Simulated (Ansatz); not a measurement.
# H4OSeSi (SMILES O[Se][SiH3]): single points off equilibrium

Aim: energy, forces and dipole at a structure displaced at random from a GFN2-xTB minimum, from CCSD(T) and from density functionals.

Program: Ansatz 0.2.0, Gaussian basis. Level of theory: single points in def2-TZVPP. These are calculated values, not measurements.

Cores are frozen in the correlated methods. Filled d shells of the heavier atoms are correlated.

## (1) The starting structure

SMILES `O[Se][SiH3]`, 7 atoms, charge 0, spin multiplicity 1.

Atoms are counted from 1 here; the program's logs count them from 0.

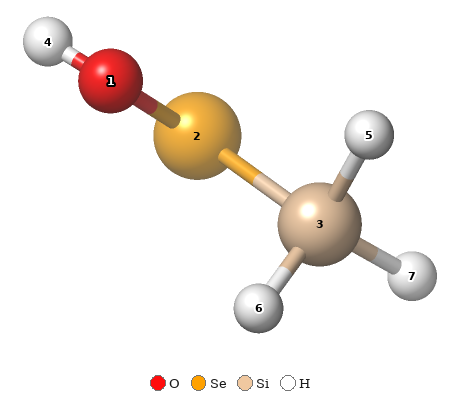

The starting geometry (oxygen red, selenium orange, silicon light orange, hydrogen white); atoms are numbered from 1 in the order of the file.

Geometry (Å):

```xyz
7
H4OSeSi
O    -1.6926   -0.9437   -0.2253
Se   -0.1155   -1.2819    0.7852
Si    0.8614    0.7317    0.0348
H    -2.3364   -1.6354   -0.0645
H     0.9149    0.7094   -1.5402
H     0.0396    1.8740    0.4867
H     2.3233    0.7047    0.6860
```

## (2) CCSD(T)/def2-TZVPP

The input, run/in.yaml:

```yaml
crystal:
  periodic: [false, false, false]
  atoms:
    - {symbol: O, position_ang: [-1.692600, -0.943700, -0.225300]}
    - {symbol: Se, position_ang: [-0.115500, -1.281900, 0.785200]}
    - {symbol: Si, position_ang: [0.861400, 0.731700, 0.034800]}
    - {symbol: H, position_ang: [-2.336400, -1.635400, -0.064500]}
    - {symbol: H, position_ang: [0.914900, 0.709400, -1.540200]}
    - {symbol: H, position_ang: [0.039600, 1.874000, 0.486700]}
    - {symbol: H, position_ang: [2.323300, 0.704700, 0.686000]}
basis:
  gaussian: {orbitals: def2-TZVPP}
correlation: {method: ccsd_t}
output: {forces: true}
```

The command line of these runs was not kept.

## (3) PBE0-D4/def2-TZVPP

Changes to run/in.yaml since step 2:

```diff
@@ -12,3 +12,3 @@
   gaussian: {orbitals: def2-TZVPP}
-correlation: {method: ccsd_t}
-output: {forces: true}
+hamiltonian: {xc: pbe0, dispersion: d4}
+output: {forces: true, orbitals: {seedname: orbitals}}
```

## (4) wB97M-V/def2-TZVPP

Changes to run/in.yaml since step 3:

```diff
@@ -12,3 +12,3 @@
   gaussian: {orbitals: def2-TZVPP}
-hamiltonian: {xc: pbe0, dispersion: d4}
-output: {forces: true, orbitals: {seedname: orbitals}}
+hamiltonian: {xc: {name: wB97M-V}}
+output: {forces: true}
```

## (5) r2SCAN-D4/def2-TZVPP

Changes to run/in.yaml since step 4:

```diff
@@ -12,3 +12,3 @@
   gaussian: {orbitals: def2-TZVPP}
-hamiltonian: {xc: {name: wB97M-V}}
+hamiltonian: {xc: r2scan, dispersion: d4}
 output: {forces: true}
```

## (6) PBE-D4/def2-TZVPP

Changes to run/in.yaml since step 5:

```diff
@@ -12,3 +12,3 @@
   gaussian: {orbitals: def2-TZVPP}
-hamiltonian: {xc: r2scan, dispersion: d4}
+hamiltonian: {xc: pbe, dispersion: d4}
 output: {forces: true}
```

## (7) wB97X-V/def2-TZVPP

Changes to run/in.yaml since step 6:

```diff
@@ -12,3 +12,3 @@
   gaussian: {orbitals: def2-TZVPP}
-hamiltonian: {xc: pbe, dispersion: d4}
+hamiltonian: {xc: {name: wB97X-V}}
 output: {forces: true}
```

## (8) BLYP-D4/def2-TZVPP

Changes to run/in.yaml since step 7:

```diff
@@ -12,3 +12,3 @@
   gaussian: {orbitals: def2-TZVPP}
-hamiltonian: {xc: {name: wB97X-V}}
+hamiltonian: {xc: {name: BLYP}, dispersion: d4}
 output: {forces: true}
```

(Steps that only read results are left out.)

What does the calculation give? Wanted: energy less free atoms, CCSD(T)/def2-TZVPP; RMS force component; RMS force error; HOMO and LUMO, PBE0-D4; T1 diagnostic.

**Answer**, as computed:

| quantity | value |
| --- | --- |
| energy less free atoms, CCSD(T)/def2-TZVPP | -1897.9 kJ/mol |
| RMS force component | 0.610 to 0.762 eV/Å over the methods |
| RMS force error | PBE0-D4 0.101, wB97M-V 0.097, r2SCAN-D4 0.049, PBE-D4 0.210, wB97X-V 0.129, BLYP-D4 0.281 eV/Å |
| HOMO and LUMO, PBE0-D4 | -6.46 and -1.84 eV |
| T1 diagnostic | 0.012 |

**Reading.** Against CCSD(T) the functionals' energies less atoms differ by -85.7 to -27.9 kJ/mol, PBE-D4 by -85.7 kJ/mol. CCSD(T) in triple zeta still lacks some correlation energy of the bonds, so part of these gaps is its own basis error and they don't rank the functionals. For forces r2SCAN-D4 does best and BLYP-D4 worst. Frozen-core CCSD(T) forces in triple zeta carry basis errors of their own, and this is one geometry, so small gaps rank nothing.
